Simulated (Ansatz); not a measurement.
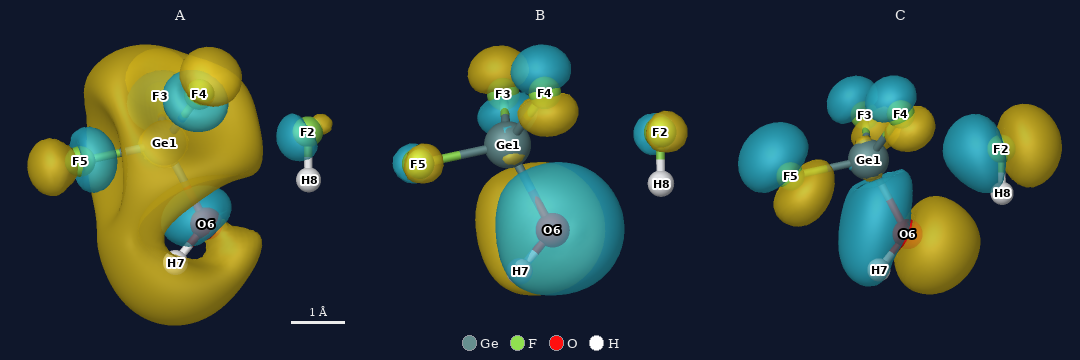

*F3GeHO···HF. Three frontier orbitals at ±0.08 Å⁻³ᐟ² (yellow and cyan are the two phases), in no order.*

Method: RKS PBE0-D4/def2-SVP in Ansatz.

Input

```
crystal:
  periodic: [false, false, false]
  atoms:
    - { symbol: Ge, position_ang: [0.0, 0.0, 0.0] }
    - { symbol: F, position_ang: [0.0, 0.0, 2.03] }
    - { symbol: F, position_ang: [1.5842, 0.0, -0.5594] }
    - { symbol: F, position_ang: [-0.7913, 1.3709, -0.5594] }
    - { symbol: F, position_ang: [-0.7913, -1.3709, -0.5594] }
    - { symbol: O, position_ang: [-1.9644, 0.0, 0.6527] }
    - { symbol: H, position_ang: [-2.5095, -0.6297, 0.0813] }
    - { symbol: H, position_ang: [-1.1899, 0.0, 1.7453] }
basis:
  gaussian: { orbitals: def2-SVP }
hamiltonian:
  xc: pbe0
  dispersion: d4
relax:
  f_tol: 0.15
  max_steps: 25
  restrain:
    - { distance: [0, 5], at: 1.77, k: 30.0 }
    - { distance: [7, 1], at: 0.92, k: 30.0 }
    - { distance: [0, 1], at: 2.88, k: 30.0 }
    - { distance: [7, 5], at: 2.21, k: 30.0 }
output:
  orbitals: {}
```

Run with:

```sh
ansatz run input.yaml --threads 4 --pin off --max-ram 5120MiB --backend cpu --events-out ev --progress --plain --runs-dir out
```

The fields are those of the run's last geometry, not of the input's.

### Order the three orbitals by energy and name them.

C is the HOMO−1 (−11.26 eV). Its weight (Hirshfeld) is mainly on O6 (about 45 %), F2 (about 20 %), F5 (about 15 %) and Ge1 (about 5 %); largely a combination of lone pairs on O6, F2 and F5. B is the HOMO (−10.57 eV). Its weight (Hirshfeld) is mainly on O6 (about 80 %); largely a lone pair of O6. A is the LUMO (−1.09 eV). By Hirshfeld shares it lies mainly on Ge1 (about 40 %), O6 (about 15 %), F3 (about 10 %), F4 (about 10 %), F5 (about 10 %) and H7 (about 10 %).

### What is the HOMO–LUMO gap?

9.48 eV between the orbital energies.
